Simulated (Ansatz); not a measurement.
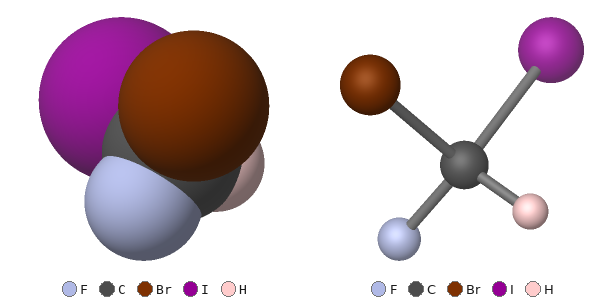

Both panels show the same species.

Describe the molecule.

Formula CHBrFI. Its SMILES string is `F[C@H](Br)I`. Among its groups: C–F bond, C–Br bond, C–I bond. This geometry has C1 symmetry. Coordination: 1 C tetrahedral.

The parts below concern this one geometry. Atoms keep their numbers from picture to picture. The computed structure is the end point of a PBE0-D4/def2-TZVP optimisation.

Shape

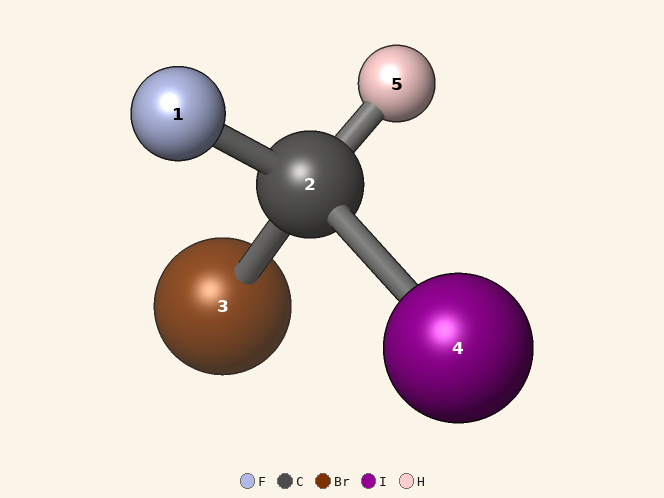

The atoms are numbered.

Give these bond angles: F1–C2–Br3, F1–C2–I4, F1–C2–H5, Br3–C2–I4, Br3–C2–H5, I4–C2–H5.

```tsv
angle	degrees
F1–C2–Br3	109.7
F1–C2–I4	109.8
F1–C2–H5	110.0
Br3–C2–I4	112.6
Br3–C2–H5	107.5
I4–C2–H5	107.2
```

Electronic properties

Level of theory: RKS SPW92 (LDA)/def2-TZVPP, core potentials on I (Ansatz 0.2.0).

Computed properties:

- HOMO energy (Kohn–Sham orbital): −6.78 eV
- LUMO energy (Kohn–Sham orbital): −2.94 eV
- HOMO–LUMO gap: 3.84 eV

Dipole moment

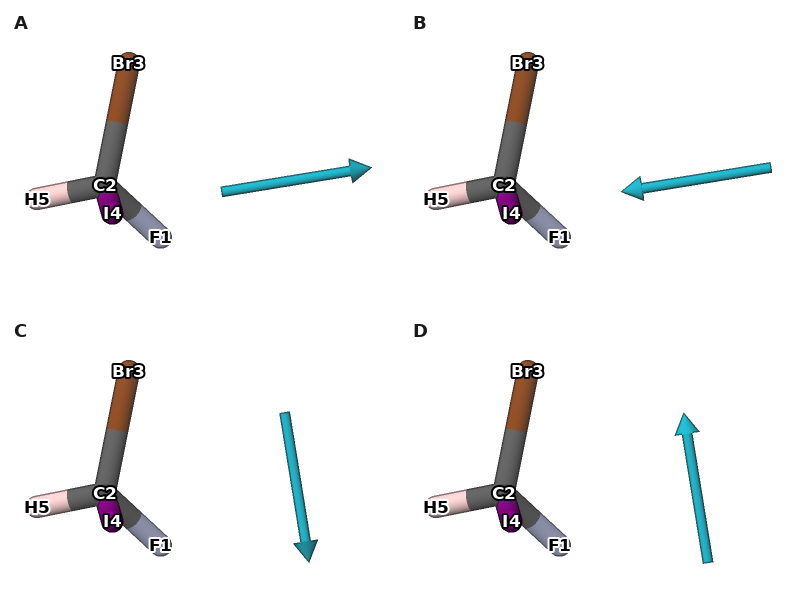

The same molecule four times, each with an arrow. Level of theory: RKS PBE-D4/def2-TZVPP, core potentials on I (Ansatz 0.2.0).

Which arrow points along the dipole moment, from the negative to the positive end?

B. The dipole moment is 1.00 D; it points from the side of F1, Br3 to the side of H5 (the outermost atoms at the two ends).

Thermal motion

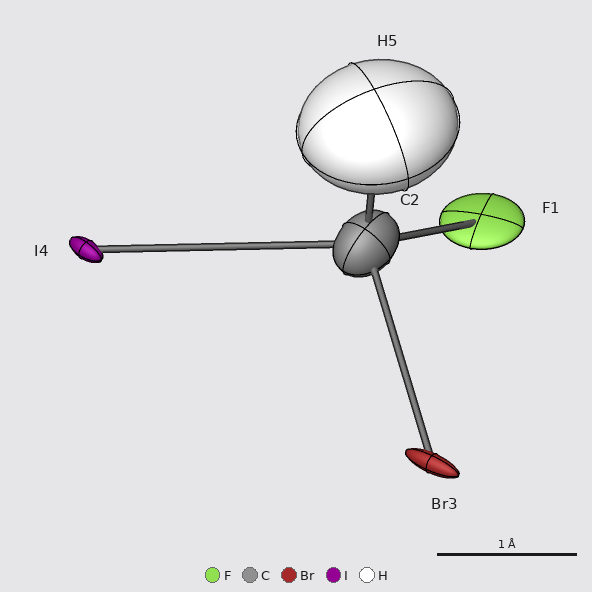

Displacement ellipsoids at the 50 % level, enlarged 3 times, from the internal vibrations of the free molecule (harmonic, no overall translation or rotation; no half-axis is drawn under 0.075 Å). Vibrations computed with RKS PBE0-D4/def2-TZVP, core potentials on I (Ansatz 0.2.0). Temperature: 298 K.

Give the displacement parameters, one line for each set of equivalent atoms.

| atom | U_eq (Å²) | rms amplitudes (Å) |
| --- | --- | --- |
| F1 | 0.0027 | 0.014, 0.058, 0.067 |
| C2 | 0.0026 | 0.046, 0.047, 0.060 |
| Br3 | 0.00089 | 0.003, 0.014, 0.050 |
| I4 | 0.00039 | 0.002, 0.009, 0.033 |
| H5 | 0.0128 | 0.084, 0.124, 0.127 |
